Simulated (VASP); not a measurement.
Band structure of CaSe (rock salt). Level of theory: r2SCAN meta-GGA with spin-orbit coupling, VASP's PBE PAW potentials (set 64) (plane waves; VASP).

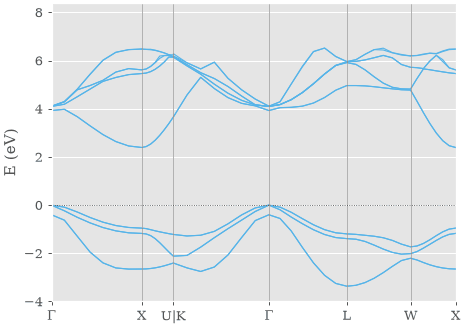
Figure: Bands along high-symmetry lines, zero at the valence-band maximum or, without a gap, the Fermi level

**Question.** Read the plot: is there a gap, and where are the band edges?

**Answer.** The gap is indirect, 2.39 eV, from the valence maximum at Γ to the conduction minimum at X.

Measured: gap 3.85 eV (computed value off by -1.46 eV), as given by Abedi et al., (2022), arXiv:2211.14644.

The compound is CaSe in the rock salt structure. It was relaxed first.
